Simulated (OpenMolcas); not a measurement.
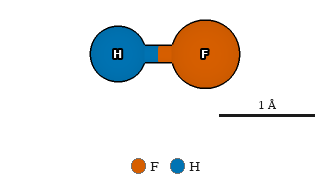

Fig. 1: The structure (ball-and-stick view, seen on its broad side).

# Excited-state calculation, with input and output: HF (part 1 of 3)

HF, computed with CASPT2/3-21G (OpenMolcas 26.06).

The geometry comes from this level: PBE0-D4/def2-TZVP.

**The input**
```
&GATEWAY
 BASLIB
 $CurrDir
 COORD
 2
 bohr
 F     -0.73699319     0.27325440    -0.37114221
 H      0.73699319    -0.27325440     0.37114221
 BASIS
 3-21G
 GROUP
 NoSym

&SEWARD

&RASSCF
 FILEORB
 $CurrDir/step2.RasOrb
 SPIN
 1
 NACTEL
 8 0 0
 INACTIVE
 1
 RAS2
 5
 CIROOT
 4 4 1
 ORBLISTING
 Nothing
 ORBAPPEAR
 Compact

&CASPT2
 XMULTISTATE
 all
 IMAGINARY
 0.2
 FROZEN
 1

&RASSI
 NROFJOBIPHS
 1 all
 IPHNAMES
 JOBMIX
 EJOB
```

Run on 1 thread of Intel Xeon @ 2.90GHz (Ice Lake), 16 GiB of memory available, shared host.

Launched with:
```bash
export MOLCAS_MEM=1860
pymolcas step10.inp > step10.log
```

**Log**
```
--- Start Module: gateway ---

                                              &GATEWAY

                       available to each process: 1.9 GB of memory, 1 thread

 Basis Set     1 Label: F.3-21G
 Basis set is read from library:.
 basistype.tbl is not found

 Basis Set     2 Label: H.3-21G
 Basis set is read from library:.
 basistype.tbl is not found

++    Symmetry information:
      ---------------------

                    Character Table for C1

                             E
                    a        1  x, y, xy, Rz, z, xz, Ry, yz, Rx, I
--

++    Basis set information:
      ----------------------

      Basis set label: F.3-21G.........

      Electronic valence basis set:
      ------------------
      Associated Effective Charge   9.000000 au
      Associated Actual Charge      9.000000 au
      Nuclear Model: Point charge

      Shell  nPrim  nBasis  Cartesian Spherical Contaminant
         s       6       3        X
         p       3       2        X

      Basis set label: H.3-21G.........

      Electronic valence basis set:
      ------------------
      Associated Effective Charge   1.000000 au
      Associated Actual Charge      1.000000 au
      Nuclear Model: Point charge

      Shell  nPrim  nBasis  Cartesian Spherical Contaminant
         s       3       2        X
--

++    Molecular structure info:
      -------------------------

                    ************************************************
                    **** Cartesian Coordinates / bohr, angstrom ****
                    ************************************************

     Center  Label                x              y              z                     x              y              z
        1      F1              -0.736993       0.273254      -0.371142             -0.390000       0.144600      -0.196400
        2      H2               0.736993      -0.273254       0.371142              0.390000      -0.144600       0.196400
--

            Nuclear Potential Energy              5.17695230 au

--- Stop Module: gateway /rc=_RC_ALL_IS_WELL_ ---

--- Start Module: seward ---

                                              &SEWARD

                       available to each process: 1.9 GB of memory, 1 thread

               SEWARD will generate:
                  Multipole Moment integrals up to order  2
                  Kinetic Energy integrals
                  Nuclear Attraction integrals (point charge)
                  One-Electron Hamiltonian integrals
                  Velocity integrals
                  Orbital angular momentum around ( -0.6627   0.2457  -0.3337 )
                  Velocity quadrupole around ( -0.6627   0.2457  -0.3337 )
                  Two-Electron Repulsion integrals

                   Integrals are discarded if absolute value <: 1.00E-14
                   Integral cutoff threshold is set to       <: 1.00E-16

            Nuclear Potential Energy              5.17695230 au

      Basis set specifications :
      Symmetry species         a
      Basis functions           11

--- Stop Module: seward /rc=_RC_ALL_IS_WELL_ ---

--- Start Module: rasscf ---

                                              &RASSCF

                       available to each process: 1.9 GB of memory, 1 thread

      Header of the ONEINT file:
      --------------------------

      OrdInt status: non-squared

      Cartesian coordinates in angstrom:
      -----------------------------------------------------
      No.  Label        X            Y            Z
      -----------------------------------------------------
       1   F1        -0.39000000   0.14460000  -0.19640000
       2   H2         0.39000000  -0.14460000   0.19640000
      -----------------------------------------------------
      Nuclear repulsion energy =    5.17695230

++    Wave function specifications:
      -----------------------------

      Number of closed shell electrons           2
      Number of electrons in active shells       8
      Max number of holes in RAS1 space          0
      Max nr of electrons in RAS3 space          0
      Number of inactive orbitals                1
      Number of active orbitals                  5
      Number of secondary orbitals               5
      Spin quantum number                      0.0
      State symmetry                             1
--

++    Orbital specifications:
      -----------------------

      Symmetry species                           1
                                                 a
      Frozen orbitals                            0
      Inactive orbitals                          1
      Active orbitals                            5
      RAS1 orbitals                              0
      RAS2 orbitals                              5
      RAS3 orbitals                              0
      Secondary orbitals                         5
      Deleted orbitals                           0
      Number of basis functions                 11
--

++    CI expansion specifications:
      ----------------------------

      Number of CSFs                            15
      Number of spin combinations               15
      Number of determinants                    25
      Number of root(s) required                 4
      Root chosen for geometry opt.              4
      CI roots used                              1     2     3     4
      weights                                0.250 0.250 0.250 0.250
      highest root included in the CI            4
      max. size of the explicit Hamiltonian     15
--

++    Optimization specifications:
      ----------------------------

      RASSCF algorithm: Conventional
      Maximum number of macro iterations       200
      Maximum number of SX iterations          100
      Threshold for RASSCF energy            1.000E-08
      Threshold for max MO rotation          1.000E-01
      Threshold for max BLB element          1.000E-04
      Level shift parameter                  5.000E-01
      Make Quasi-Newton update
--

      The MO-coefficients are taken from the file:
      step2.RasOrb
      Title: RASSCF average (pseudo-natural) orbitals

      Total molecular charge    0.00

      ************************************************************************************************************************
      *                                            Wave function control section                                             *
      ************************************************************************************************************************

                                         RASSCF iterations: Energy and convergence statistics
                                         ----------------------------------------------------

          iter iter root      energy       change     param      element    value   shift minimum  type update hh:mm:ss
 Nr of preliminary CI iterations:   1
        1   1   17    0   -98.80812531    0.00E+00  -4.92E-01*   6   7 1  3.24E-01*  0.00   0.00    SX    NO    0:00:00
        2   1   15    0   -99.10901703   -3.01E-01* -5.96E-02    4   8 1  8.21E-02*  0.00   0.00    SX    NO    0:00:00
        3   1   12    0   -99.11956567   -1.05E-02* -2.83E-02    6   7 1  3.23E-02*  0.00   0.00    SX    NO    0:00:00
        4   1   11    0   -99.12092655   -1.36E-03* -8.94E-03    6   7 1  9.22E-03*  0.00   0.00    SX    NO    0:00:00
        5   1   10    0   -99.12110168   -1.75E-04* -5.96E-03    6   7 1  4.28E-03*  0.00   1.25    QN   YES    0:00:00
        6   1    6    0   -99.12112847   -2.68E-05* -8.97E-05    3  10 1 -1.96E-04*  0.00   0.98    QN   YES    0:00:00
        7   1    5    0   -99.12112850   -2.98E-08* -6.10E-06    1  10 1 -2.57E-05   0.00   1.02    QN   YES    0:00:00
        8   1    3    0   -99.12112850   -2.08E-10  -1.15E-06    3  10 1 -2.48E-06   0.00   1.20    QN   YES    0:00:00
      Convergence after  8 iterations
        9   1    3    0   -99.12112850   -7.59E-12  -1.15E-06    1   3 1  3.57E-07   0.00   1.20    QN   YES    0:00:00

      ************************************************************************************************************************
                                                      Wave function printout:
                       occupation of active orbitals, and spin coupling of open shells (u,d: Spin up or down)
      ************************************************************************************************************************

      Note: transformation to natural orbitals
      has been made, which may change the order of the CSFs.

      printout of CI-coefficients larger than  0.05 for root  1
      energy=     -99.455090
      conf/sym  11111     Coeff  Weight
             1  22220   0.95285 0.90793
             7  2u22d   0.29389 0.08637
            10  u222d  -0.06061 0.00367

      printout of CI-coefficients larger than  0.05 for root  2
      energy=     -99.090481
      conf/sym  11111     Coeff  Weight
             2  222ud   0.95404 0.91020
             3  22u2d  -0.29589 0.08755

      printout of CI-coefficients larger than  0.05 for root  3
      energy=     -99.090481
      conf/sym  11111     Coeff  Weight
             2  222ud  -0.29589 0.08755
             3  22u2d  -0.95404 0.91020

      printout of CI-coefficients larger than  0.05 for root  4
      energy=     -98.848462
      conf/sym  11111     Coeff  Weight
             1  22220  -0.29250 0.08556
             7  2u22d   0.95570 0.91336

      Natural orbitals and occupation numbers for root  1
      sym 1:   1.999842   1.986600   1.999790   1.999790   0.013976

      Natural orbitals and occupation numbers for root  2
      sym 1:   2.000000   2.000000   2.000000   1.000000   1.000000

      Natural orbitals and occupation numbers for root  3
      sym 1:   2.000000   2.000000   1.000000   2.000000   1.000000

      Natural orbitals and occupation numbers for root  4
      sym 1:   1.999960   1.377591   1.999992   1.999992   0.622465

      ************************************************************************************************************************
      *                                                    Final results                                                     *
      ************************************************************************************************************************

++    Final optimization conditions:
      ------------------------------

      Average CI energy                             -99.12112850
      RASSCF energy for state  4                    -98.84846200
      Super-CI energy                                -0.00000000
      RASSCF energy change                           -0.00000000
      Max change in MO coefficients              -2.202E-06
      Max non-diagonal density matrix element    -1.154E-06
      Maximum BLB matrix element                  3.570E-07
      (orbital pair   1,   3 in symmetry   1)
      Norm of electronic gradient            1.516E-01
--

      Final state energy(ies):
      ------------------------

::    RASSCF root number  1 Total energy:    -99.45509009
::    RASSCF root number  2 Total energy:    -99.09048096
::    RASSCF root number  3 Total energy:    -99.09048096
::    RASSCF root number  4 Total energy:    -98.84846200
      Von Neumann Entropy (Root   1) =  0.06009

      Mulliken population analysis for root number:  1
      -----------------------------------------------

++    Molecular charges:
      ------------------

      Mulliken charges per centre
      ---------------------------

                F1      H2
      Total    9.3970  0.6030

      N-E     -0.3970  0.3970

      Total electronic charge=   10.000000

      Total            charge=   -0.000000
--

      Expectation values of various properties for root number:  1
      -----------------------------------------------------------

++    Molecular properties:
      ---------------------

      Charge (e):
                      =   -0.0000
      Dipole Moment (debye):
      Origin of the operator (angstrom)=   -0.3507    0.1300   -0.1766
                   X=  1.6162E+00               Y= -5.9923E-01               Z=  8.1389E-01           Total=  1.9062E+00
      Quadrupole Moment (debye*angstrom):
      Origin of the operator (angstrom)=   -0.3507    0.1300   -0.1766
                  XX= -3.8609E+00              XY= -4.8195E-01              XZ=  6.5460E-01              YY= -4.9821E+00
                  YZ= -2.4270E-01              ZZ= -4.8311E+00
      In traceless form (debye*angstrom)
                  XX=  1.0457E+00              XY= -7.2292E-01              XZ=  9.8190E-01              YY= -6.3606E-01
                  YZ= -3.6406E-01              ZZ= -4.0963E-01
--

      Von Neumann Entropy (Root   2) =  1.00000

      Mulliken population analysis for root number:  2
      -----------------------------------------------

++    Molecular charges:
      ------------------

      Mulliken charges per centre
      ---------------------------

                F1      H2
      Total    8.7782  1.2218

      N-E      0.2218 -0.2218

      Total electronic charge=   10.000000

      Total            charge=   -0.000000
--

      Expectation values of various properties for root number:  2
      -----------------------------------------------------------

++    Molecular properties:
      ---------------------

      Charge (e):
                      =   -0.0000
      Dipole Moment (debye):
      Origin of the operator (angstrom)=   -0.3507    0.1300   -0.1766
                   X= -1.5295E+00               Y=  5.6708E-01               Z= -7.7023E-01           Total=  1.8039E+00
      Quadrupole Moment (debye*angstrom):
      Origin of the operator (angstrom)=   -0.3507    0.1300   -0.1766
                  XX= -7.9298E+00              XY=  6.5670E-01              XZ= -1.1745E+00              YY= -6.6019E+00
                  YZ=  2.8837E-01              ZZ= -6.2201E+00
      In traceless form (debye*angstrom)
                  XX= -1.5188E+00              XY=  9.8505E-01              XZ= -1.7618E+00              YY=  4.7305E-01
                  YZ=  4.3255E-01              ZZ=  1.0457E+00
--

      Von Neumann Entropy (Root   3) =  1.00000

      Mulliken population analysis for root number:  3
      -----------------------------------------------

++    Molecular charges:
      ------------------
```
